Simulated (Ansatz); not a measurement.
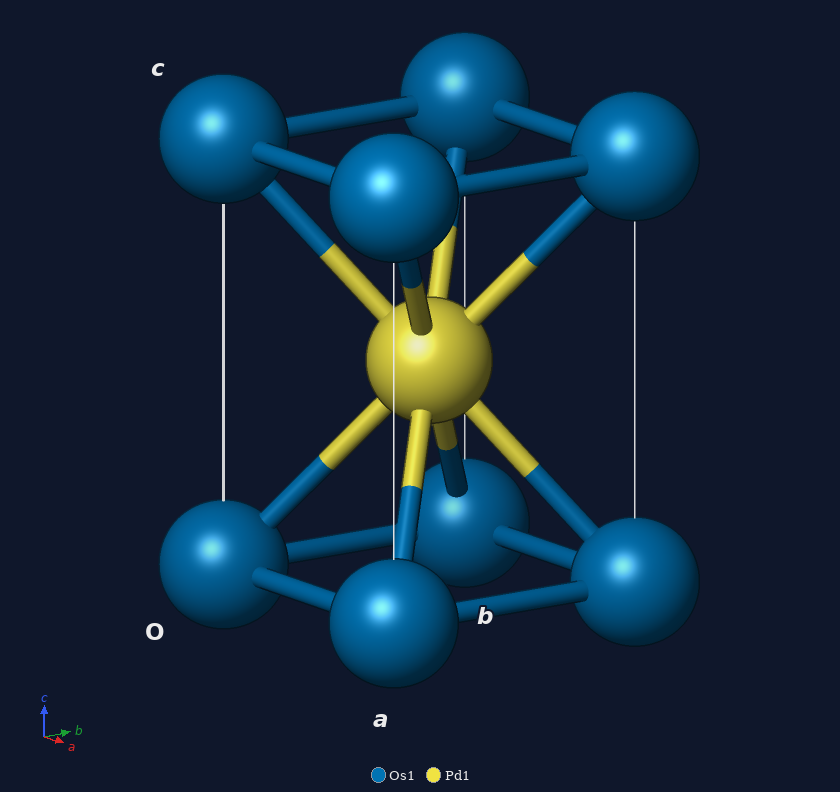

Crystal: OsPd, the end point of a relaxation (final pressure about 5 GPa) with DFT, PAW plane waves, pbe in Ansatz; the starting structure was generated, so it need not be a known form of this composition. One unit cell; atoms that symmetry makes equivalent share a colour (atoms on faces, edges and corners are repeated). All values are computed from the atomic coordinates in the standard setting (tolerance 0.002 Å).

a = 2.685 Å, b = 2.685 Å, c = 3.994 Å, α = 90.00°, β = 90.00°, γ = 90.00°; space group No. 123, P4/mmm.

One atom of each site: Os1 (0, 0, 0); Pd1 (1/2, 1/2, 1/2).

Give the multiplicity, Wyckoff letter and site symmetry of each site.

```json
{"site": "Os1", "Wyckoff": "1a", "symmetry": "4/mmm"}
{"site": "Pd1", "Wyckoff": "1d", "symmetry": "4/mmm"}
```

How many free positional parameters does the structure have?

0: Os1 0, Pd1 0.
